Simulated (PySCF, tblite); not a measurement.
# C4H4F3N: geometry, infrared bands and NMR shifts

Wanted: the infrared bands and NMR shifts of C4H4F3N (`[H]/N=C\C(=C)C(F)(F)F`), by calculation.

Programs: tblite 0.8.0 and PySCF 2.14.0, with density-fitted response routines of our own. Each step states its level of theory. These are calculated values for one molecule in the gas phase, unless marked as measured. Atoms count from 0, in the outputs and in this text.

**1. The starting structure**

12 atoms, charge 0, multiplicity 1; geometry from: force field or distance geometry start.

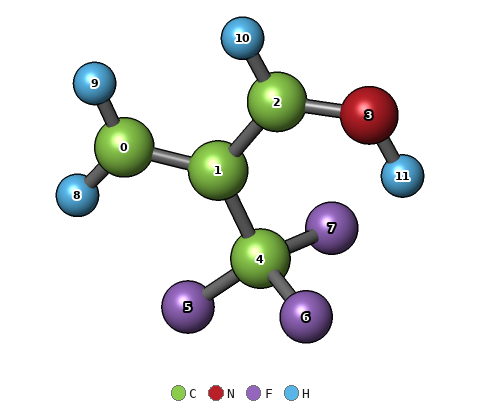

As it starts; carbon green, nitrogen red, fluorine purple, hydrogen blue, atoms numbered.

**2. Optimising the geometry with GFN2-xTB**

What the job is given:

```
{"job": {"kind": "relax", "xc": "GFN2-xTB", "basis": "xTB"}, "charge": 0, "multiplicity": 1}
C      0.036400     0.100200     1.656500
C      0.032300     0.019900     0.328400
C      1.362500    -0.176700    -0.281800
N      1.504600    -0.265900    -1.561500
C     -1.202000     0.097800    -0.483700
F     -2.260000     0.273600     0.363200
F     -1.348300    -1.038100    -1.283300
F     -1.063900     1.170100    -1.337100
H     -0.913400     0.238700     2.158700
H      0.937800     0.036900     2.232000
H      2.240600    -0.232200     0.358500
H      0.674800    -0.225000    -2.175900
```

Run with:

```console
> OMP_NUM_THREADS=1 python probes_run.py task.json out
```

The driver reads the jobs from task.json and runs them one after another.

Standard output:

```text
step      E/eV     max force
  0    -752.37802    3.553
  1    -752.59891    2.985
  2    -752.74461    1.021
  3    -752.80304    0.385
  4    -752.81320    0.254
  5    -752.81976    0.344
  6    -752.82749    0.234
  7    -752.83229    0.183
  8    -752.83507    0.148
  9    -752.83696    0.148
 10    -752.83795    0.082
 11    -752.83850    0.068
 12    -752.83900    0.061
 13    -752.83947    0.069
 14    -752.83974    0.041
 15    -752.83984    0.028
 16    -752.83990    0.022
 17    -752.83996    0.028
 18    -752.84001    0.017
 19    -752.84003    0.016
 20    -752.84005    0.013
 21    -752.84007    0.023
 22    -752.84010    0.024
 23    -752.84013    0.014
 24    -752.84015    0.010
```

Run time: 0.88 s. Hardware: 1 thread of Intel Xeon at 2.50GHz, shared host; peak memory 0.18 GiB.

The steps of the relaxation:

| step | energy from step 0 (eV) | largest force (eV/Å) |
| --- | --- | --- |
| 0 | 0.0000 | 3.5526 |
| 1 | -0.2209 | 2.9850 |
| 2 | -0.3666 | 1.0213 |
| 3 | -0.4250 | 0.3847 |
| 4 | -0.4352 | 0.2545 |
| 5 | -0.4417 | 0.3439 |
| 6 | -0.4495 | 0.2339 |
| 7 | -0.4543 | 0.1829 |
| 8 | -0.4570 | 0.1477 |
| 9 | -0.4589 | 0.1478 |
| 10 | -0.4599 | 0.0822 |
| 11 | -0.4605 | 0.0682 |
| 12 | -0.4610 | 0.0613 |
| 13 | -0.4615 | 0.0691 |
| 14 | -0.4617 | 0.0406 |
| 15 | -0.4618 | 0.0277 |
| 16 | -0.4619 | 0.0216 |
| 17 | -0.4619 | 0.0283 |
| 18 | -0.4620 | 0.0175 |
| 19 | -0.4620 | 0.0160 |
| 20 | -0.4620 | 0.0130 |
| 21 | -0.4620 | 0.0228 |
| 22 | -0.4621 | 0.0239 |
| 23 | -0.4621 | 0.0137 |
| 24 | -0.4621 | 0.0102 |

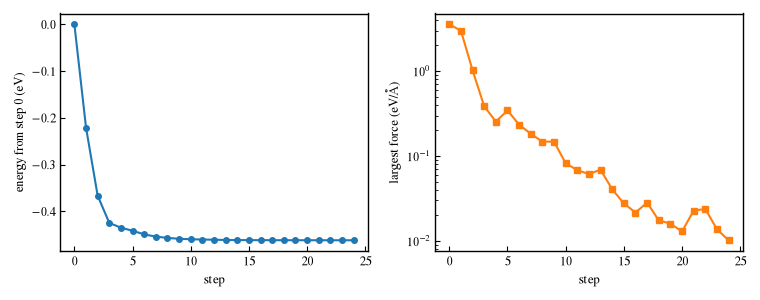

Energy and largest force along the relaxation.

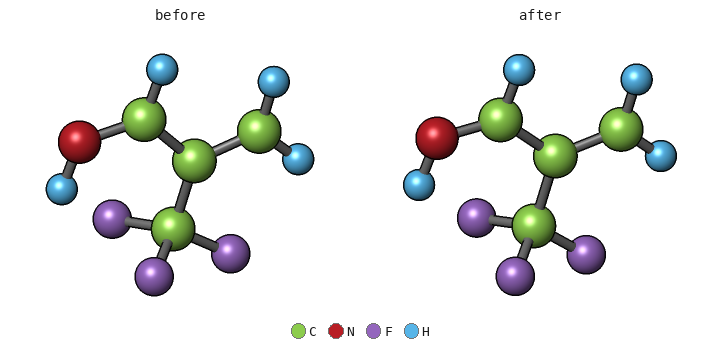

The geometry before (left) and after (right).

Distances of close pairs at the start and the end, largest changes first:

| bond | before (Å) | after (Å) | change (Å) |
| --- | --- | --- | --- |
| C4–F6 | 1.397 | 1.345 | -0.052 |
| C2–N3 | 1.291 | 1.253 | -0.038 |
| C4–F7 | 1.377 | 1.345 | -0.032 |
| C1–C4 | 1.480 | 1.509 | +0.029 |
| C4–F5 | 1.367 | 1.338 | -0.028 |
| N3–H11 | 1.033 | 1.018 | -0.015 |
| C0–H8 | 1.083 | 1.077 | -0.006 |
| C0–H9 | 1.071 | 1.077 | +0.005 |

The next job starts from the end point, and lists it.

**3. Vibrational analysis with GFN2-xTB**

What the job is given:

```
{"job": {"kind": "ir", "xc": "GFN2-xTB", "basis": "xTB"}, "charge": 0, "multiplicity": 1}
C      0.016431     0.101743     1.693237
C      0.078490     0.012222     0.367823
C      1.348904    -0.178916    -0.358330
N      1.560218    -0.282373    -1.589010
C     -1.176153     0.109555    -0.464765
F     -2.284421     0.267167     0.269044
F     -1.371751    -0.988044    -1.217121
F     -1.136813     1.147993    -1.318888
H     -0.914252     0.242274     2.216976
H      0.910077     0.034611     2.289788
H      2.217683    -0.237297     0.291949
H      0.752784    -0.229621    -2.206730
```

Standard output:

```text
mode    cm-1     km/mol
  1      49.9      1.14
  2     101.1      0.75
  3     171.9      1.70
  4     202.1      2.34
  5     295.9      0.54
  6     359.8      8.12
  7     426.0     13.67
  8     468.5     15.69
  9     514.7      0.03
 10     516.5     31.86
 11     621.5      0.32
 12     696.8      0.13
 13     730.8      0.07
 14     807.8     19.57
 15     920.8      6.58
 16     933.7     14.14
 17    1036.7    193.28
 18    1065.9    263.17
 19    1075.7    211.45
 20    1095.0    113.33
 21    1177.4     53.42
 22    1266.8    114.68
 23    1330.2     31.20
 24    1397.3     21.10
 25    1670.9     22.64
 26    1711.3    100.75
 27    3005.8     28.91
 28    3108.9      0.50
 29    3141.5      4.78
 30    3345.0      2.00
```

Run time: 1.1 s. Hardware: 1 thread of Intel Xeon at 2.50GHz, shared host; peak memory 0.18 GiB.

Which atoms move in the most intense modes:

| cm⁻¹ | km/mol | atoms |
| --- | --- | --- |
| 516 | 31.9 | F7 17 %, F6 17 %, C1 16 %, C2 14 % |
| 1037 | 193.3 | C4 59 %, H10 10 % |
| 1066 | 263.2 | C4 67 %, F5 18 % |
| 1076 | 211.4 | H10 38 %, H11 37 %, C4 14 % |
| 1095 | 113.3 | C4 48 % |
| 1177 | 53.4 | H11 49 %, H10 22 %, C4 13 % |
| 1267 | 114.7 | C1 49 %, C4 21 % |
| 1711 | 100.8 | C2 54 %, N3 39 % |

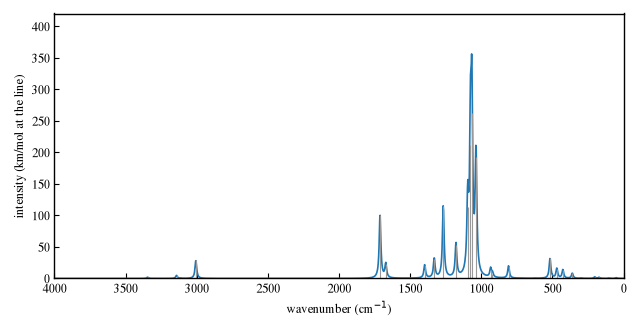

The infrared spectrum from these modes, unscaled. Lines are broadened to a width of 14 cm⁻¹ (Lorentzian).

**4. NMR shieldings: PBE0/pcSseg-1**

Same as in step 3 but for these lines:

```diff
@@ -1,2 +1,2 @@
-{"job": {"kind": "ir", "xc": "GFN2-xTB", "basis": "xTB"}, "charge": 0, "multiplicity": 1}
+{"job": {"kind": "nmr", "xc": "PBE0", "basis": "pcSseg-1"}, "charge": 0, "multiplicity": 1}
 C      0.016431     0.101743     1.693237
```

With the program's defaults for keys left out, this is: GIAO PBE0/pcSseg-1 NMR shielding, non-relativistic, gas phase.

Standard output:

```text
coarse grid: 11144 points
cycle   1  E = -508.2883154504  dE =  1.306e+00  |g| = 9.286e-01  |ddm| = 3.226e+00
cycle   2  E = -508.0982425458  dE =  1.901e-01  |g| = 1.443e+00  |ddm| = 1.592e+00
cycle   3  E = -508.4372070845  dE = -3.390e-01  |g| = 1.338e-01  |ddm| = 1.061e+00
cycle   4  E = -508.4402346731  dE = -3.028e-03  |g| = 7.448e-02  |ddm| = 1.681e-01
cycle   5  E = -508.4414051252  dE = -1.170e-03  |g| = 1.867e-02  |ddm| = 8.045e-02
cycle   6  E = -508.4414725841  dE = -6.746e-05  |g| = 4.169e-03  |ddm| = 1.749e-02
cycle   7  E = -508.4414755335  dE = -2.949e-06  |g| = 1.870e-03  |ddm| = 4.559e-03
final grid: 112128 points
cycle   8  E = -508.5071268030  dE = -4.791e-05  |g| = 7.288e-03  |ddm| = 3.537e-02
cycle   9  E = -508.5071146843  dE =  1.212e-05  |g| = 1.072e-02  |ddm| = 1.652e-02
cycle  10  E = -508.5071383108  dE = -2.363e-05  |g| = 1.528e-03  |ddm| = 9.677e-03
cycle  11  E = -508.5071388645  dE = -5.537e-07  |g| = 4.445e-04  |ddm| = 1.545e-03
cycle  12  E = -508.5071389039  dE = -3.942e-08  |g| = 1.752e-04  |ddm| = 5.110e-04
cycle  13  E = -508.5071389088  dE = -4.881e-09  |g| = 4.858e-05  |ddm| = 1.529e-04
cycle  14  E = -508.5071389093  dE = -4.950e-10  |g| = 1.291e-05  |ddm| = 4.866e-05
converged SCF energy = -508.5071389093

GIAO shielding tensors (ppm)
atom      isotropic    diamagn.    paramagn.     s11        s22        s33       span
  0 C       51.328     252.111    -200.783    -59.080     42.305    170.758    229.838
  1 C       43.657     267.482    -223.824    -60.994     58.069    133.896    194.890
  2 C       22.139     245.539    -223.399    -83.685     36.400    113.703    197.389
  3 N     -103.882     324.152    -428.034   -442.394   -120.956    251.704    694.098
  4 C       55.226     239.129    -183.904     48.500     53.341     63.835     15.336
  5 F      260.966     473.322    -212.356    183.388    250.484    349.027    165.640
  6 F      246.504     474.715    -228.211    161.359    248.569    329.584    168.225
  7 F      245.713     474.706    -228.993    160.308    247.130    329.701    169.393
  8 H       25.124      30.122      -4.998     21.532     23.851     29.987      8.455
  9 H       25.643      30.343      -4.700     22.858     25.290     28.781      5.923
 10 H       23.584      29.131      -5.547     21.148     23.018     26.585      5.437
 11 H       19.963      34.341     -14.378      8.235     23.058     28.597     20.362
```

Run time: 78 s. Hardware: 1 thread of Intel Xeon at 2.50GHz, shared host; peak memory 0.72 GiB.

Shifts follow as δ = σ(reference) − σ, with reference shieldings (ppm) from runs at the same level and on the same kind of geometry: 1H TMS 31.72, 13C TMS 186.9, 19F CFCl3 170.9, 15N NH3 267.7. The references are single molecules in the gas phase, so shifts against H2O, NH3, PH3, H3PO4 or CFCl3 are not on the usual liquid scales and can be off by tens of ppm. Atoms listed in one row are averaged.

| atoms | environment | σ (ppm) | δ (ppm) |
| --- | --- | --- | --- |
| C2 | carbon bonded to C, N, H | 22.1 | 164.8 |
| C1 | carbon bonded to 3 C | 43.7 | 143.3 |
| C0 | carbon bonded to C, 2 H | 51.3 | 135.6 |
| C4 | carbon bonded to C, 3 F | 55.2 | 131.7 |
| H11 | hydrogen on a nitrogen bonded to C | 19.96 | 11.75 |
| H10 | hydrogen on a carbon bonded to C, N | 23.58 | 8.13 |
| H8 | hydrogen on a carbon bonded to C | 25.12 | 6.59 |
| H9 | hydrogen on a carbon bonded to C | 25.64 | 6.07 |
| N3 | nitrogen bonded to C, H | -103.9 | 371.6 |
| F5, F6, F7 | fluorine bonded to C | 251.1 | -80.1 |

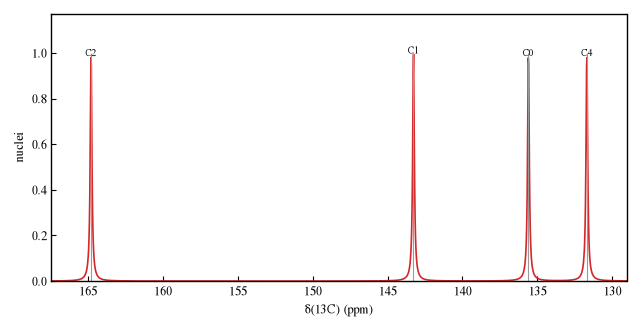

13C lines at the computed shifts, without couplings. Lines are broadened to a width of 0.13 ppm (Lorentzian).

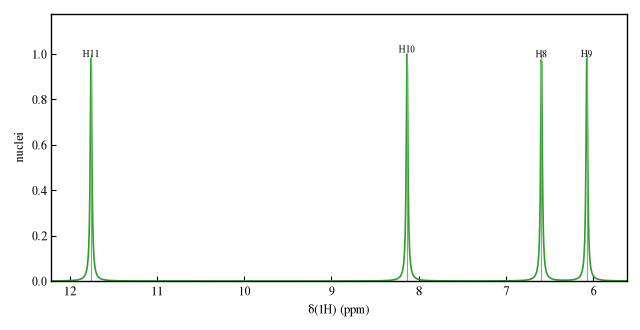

1H lines at the computed shifts, without couplings. Lines are broadened to a width of 0.02 ppm (Lorentzian).

Charges from the same density, by scheme (e):

| atoms | Mulliken | IAO | Hirshfeld | ESP fit |
| --- | --- | --- | --- | --- |
| C0 | 0.02 | -0.25 | -0.06 | -0.38 |
| C1 | -0.54 | -0.09 | -0.03 | -0.13 |
| C2 | 0.19 | 0.03 | 0.04 | 0.38 |
| N3 | -0.33 | -0.41 | -0.22 | -0.74 |
| C4 | 0.91 | 0.80 | 0.26 | 0.59 |
| F5, F6, F7 | -0.27 | -0.28 | -0.09 | -0.20 |

ESP fit charges:

| atom | value (e) |
| --- | --- |
| C0 | -0.38 |
| C1 | -0.13 |
| C2 | 0.38 |
| N3 | -0.74 |
| C4 | 0.59 |
| F5 | -0.19 |
| F6 | -0.20 |
| F7 | -0.20 |
| H8 | 0.22 |
| H9 | 0.19 |
| H10 | 0.06 |
| H11 | 0.40 |

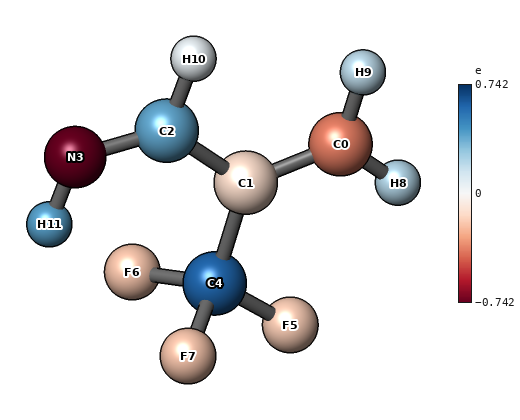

ESP fit charges, as colours on the atoms.

Mayer bond orders: C0–C1 1.92, C1–C2 0.96, C2–N3 2.06, C1–C4 0.97, C4–F5 1.00, C4–F6 0.99, C4–F7 0.99.

**5. What came out**

| quantity | value |
| --- | --- |
| strongest single infrared mode (GFN2-xTB) | 1066 cm⁻¹, 263 km/mol |
| zero-point energy (GFN2-xTB) | 47.5 kcal/mol |
| 13C shifts against TMS (PBE0/pcSseg-1) | 164.8, 143.3, 135.6, 131.7 ppm |
| 1H shifts against TMS (PBE0/pcSseg-1) | 11.75, 8.13, 6.59, 6.07 ppm |
| 15N shifts against NH3 (PBE0/pcSseg-1) | 371.6 ppm |
| 19F shifts against CFCl3 (PBE0/pcSseg-1, means over atoms taken as alike) | -80.1 ppm |

What this shows: Relaxing lowered the energy by 0.462 eV in 24 steps; the close pair that moved most is C4–F6, from 1.397 to 1.345 Å. No mode is imaginary among the 30: a minimum at this level. The strongest single mode, at 1066 cm⁻¹, moves mainly C4. Unscaled tight-binding wavenumbers are off by several per cent, some by more. Its intensities can rank the bands wrongly. At PBE0/pcSseg-1: Shielding is most anisotropic at N3 (span 694 ppm, paramagnetic term -428 ppm).
